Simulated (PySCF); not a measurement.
C₈H₉N (SMILES c1ccc(N2CC2)cc1)

```xyz
18

C    -2.6678    0.0403   -0.1019
C    -2.0875   -0.6892   -1.1263
C    -0.7116   -0.7710   -1.2268
C     0.1031   -0.1246   -0.3025
N     1.4986   -0.2707   -0.4929
C     2.3466   -0.6072    0.6302
C     2.4324    0.7194   -0.0084
C    -0.4855    0.6019    0.7280
C    -1.8633    0.6830    0.8224
H    -3.7428    0.1071   -0.0229
H    -2.7100   -1.1948   -1.8500
H    -0.2436   -1.3341   -2.0191
H     1.8995   -0.6804    1.6164
H     3.1021   -1.3529    0.4224
H     2.0688    1.5880    0.5288
H     3.2476    0.9280   -0.6887
H     0.1234    1.1063    1.4654
H    -2.3100    1.2510    1.6260
```

Geometry: GFN2-xTB.

Method: PBE0/pcSseg-1, SCF density, gas phase, non-relativistic (PySCF).

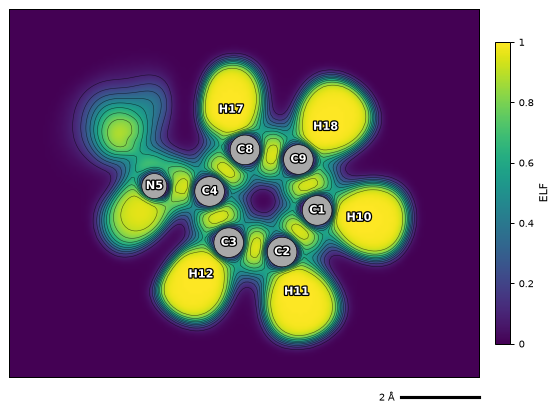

Figure 1. Electron localisation function on the plane of atoms C3, C2 and H11. Grey discs cover the atomic cores.

Question: What do the fields say about this system?

Answer: The section cuts through C, N and H sites.
C–C (1.38 Å): the ELF peaks at about 0.95 between the atoms (localised, covalent bonding).
C–N (1.42 Å): the ELF peaks at about 0.95 between the atoms (a shared electron pair).
C–H (1.08 Å): the ELF climbs to about 1 towards the hydrogen, as it does in any bond to H; a covalent bond by its length.
The ELF also peaks beside N5, away from the bonds: lone-pair regions.

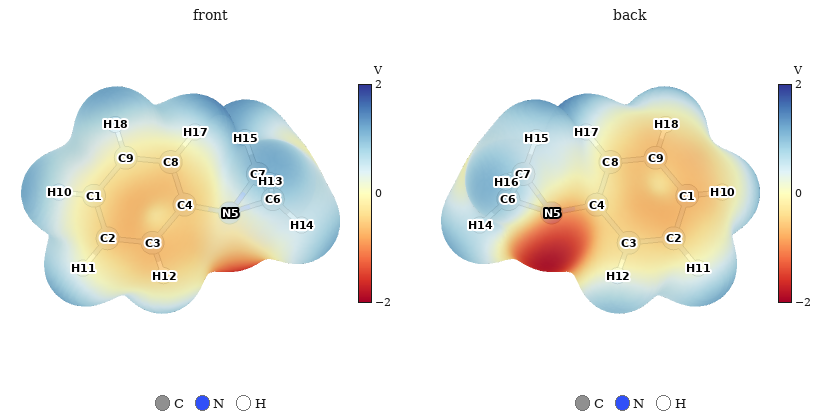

Figure 2. The electrostatic potential painted on the density surface at 0.004 e/bohr³, seen from the front and from behind; the colour scale runs from red (negative) to blue (positive).

Question: Which sites attract a positive test charge, and which a negative one?

Answer: A positive charge is drawn to the negative regions and a negative charge to the positive ones. The most negative region (about −1.9 V) lies over N5, the most positive (about +1.4 V) over H17. N5 is the likeliest acceptor of a hydrogen bond.

Question: What dipole moment does the calculation give?

Answer: Its dipole moment is 1.26 D.
